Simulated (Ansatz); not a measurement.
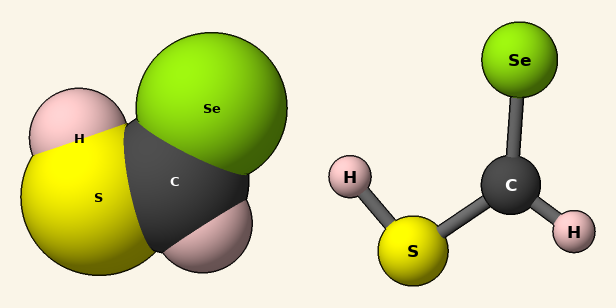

Two views of one molecule.

The computed structure is the end point of a PBE0-D4/def2-TZVP optimisation. No frequency run is at hand to confirm it as a minimum.

Describe the molecule.

It has 5 atoms: 1 carbon, 2 hydrogen, 1 sulfur and 1 selenium (CH2SSe). The point group is Cs. All atoms lie on one plane. Coordination: 1 S bent; 1 C trigonal planar.

More results for the same structure follow; atom numbers are the same in all pictures, views and colours differ.

### Charges

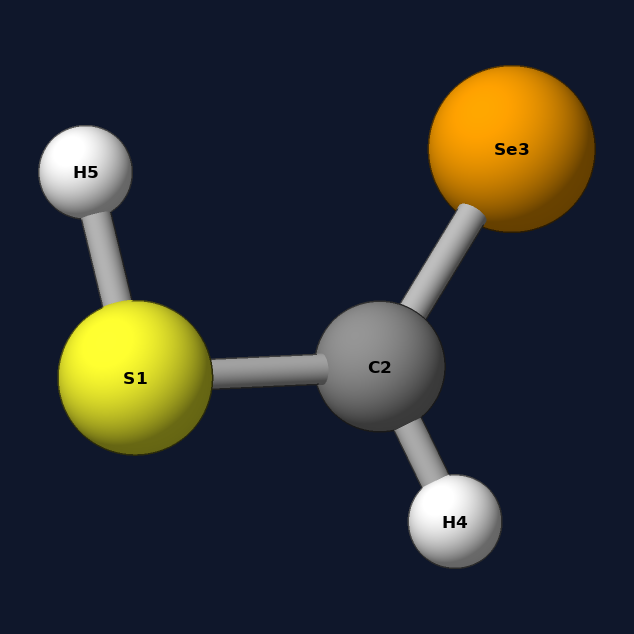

The questions are on Mulliken charges. No frequency run is at hand to confirm it as a minimum. Properties computed with RKS PBE0-D4/def2-TZVP (Ansatz 0.2.0).

List the Mulliken charges.

```
atom  value (e)
  S1      −0.04
  C2      −0.18
 Se3      −0.12
  H4       0.17
  H5       0.17
```

### Electronic properties

No frequency run is at hand to confirm it as a minimum. Properties computed with RKS PBE0-D4/def2-TZVPP (Ansatz 0.2.0).

Computed properties:

- HOMO energy (Kohn–Sham orbital): −6.40 eV
- LUMO energy (Kohn–Sham orbital): −2.50 eV
- HOMO–LUMO gap: 3.90 eV

### Dipole moment

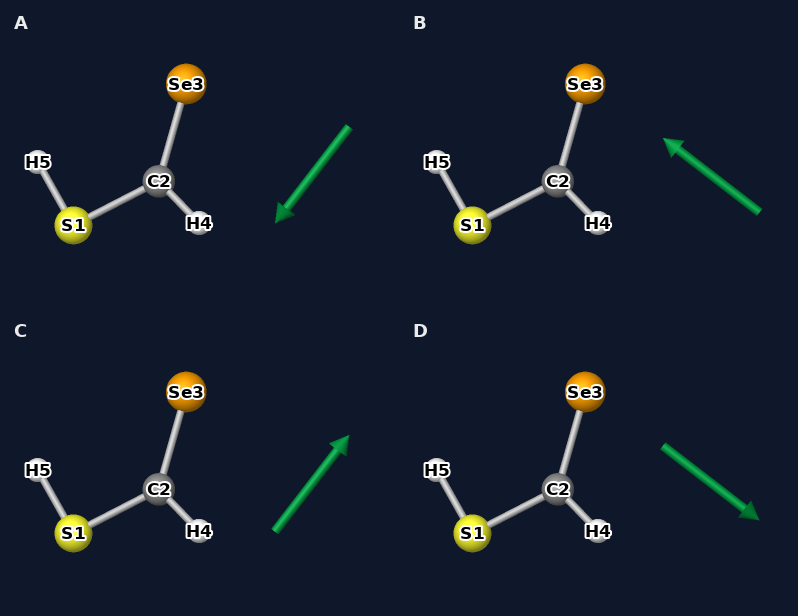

The same molecule four times, each with an arrow. No frequency run is at hand to confirm it as a minimum. Properties computed with RKS PBE0-D4/def2-TZVP (Ansatz 0.2.0).

**Which arrow points along the dipole moment, from the negative to the positive end?**

A. The dipole moment is 1.84 D; it points from the side of Se3 to the side of S1 (the outermost atoms at the two ends).

Mulliken values depend strongly on the basis set and can even reverse the polarity of a bond.
